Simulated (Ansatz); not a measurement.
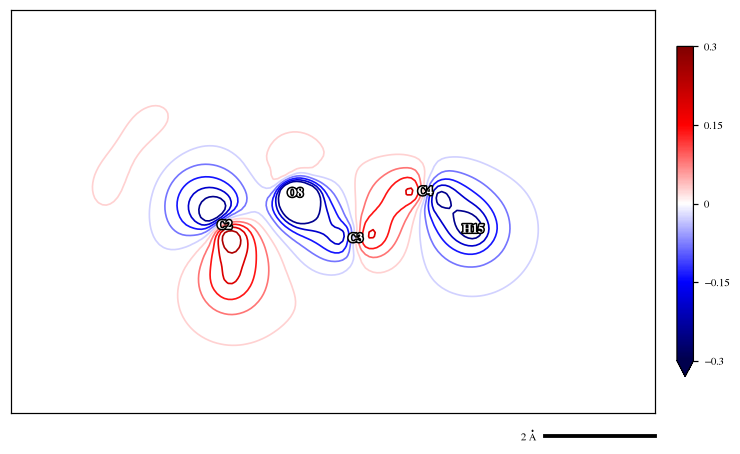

*C4H7F3O2. The HOMO−1 on the plane of atoms C3, C4 and H15 (values in Å⁻³ᐟ²; the overall sign is arbitrary).*

Geometry: B3LYP/def2-SVP.

Theory: isolated molecule in a Gaussian basis; Kohn-Sham density functional theory, functional PBE0 in Ansatz.

```xyz
16

C     0.8503    2.4752   -1.1602
C     1.1237    1.1162   -1.7551
C    -0.2273   -0.8332   -2.0374
C    -1.5898   -1.2464   -2.5777
F     1.9010    1.2499   -2.8774
F    -0.0658   -1.2196   -0.7406
F     0.7559   -1.4619   -2.7334
O    -0.1059    0.5302   -2.1304
O    -2.6374   -0.5717   -1.9459
H     1.7996    2.9800   -0.9309
H     0.2871    3.0853   -1.8821
H     0.2629    2.3755   -0.2362
H     1.6561    0.4465   -1.0608
H    -1.5595   -1.0887   -3.6735
H    -1.7104   -2.3240   -2.3911
H    -2.4820    0.3766   -2.0603
```

> Where does this orbital lie, and at what energy?

Its weight (Hirshfeld) is mainly on O8 (about 30 %), O9 (about 15 %), F5 (about 10 %), C1 (about 10 %) and C2 (about 10 %). Its energy is −9.88 eV.
